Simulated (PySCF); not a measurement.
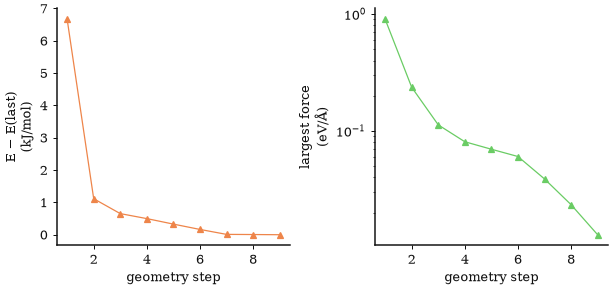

History of a geometry optimisation.

C$_{5}$H$_{9}$F (SMILES C/C=C(/F)CC); PySCF, PBE0-D3(BJ)/def2-SVP, geometry optimisation.

Question: How did it end, and what did it gain?

Answer: The optimisation met its thresholds at geometry 9, counting the start as the first. The energy fell by about 6.7 kJ/mol from the first step to the last. The largest force goes from about 0.9 eV/Å at the start to 0.013 eV/Å at the end.
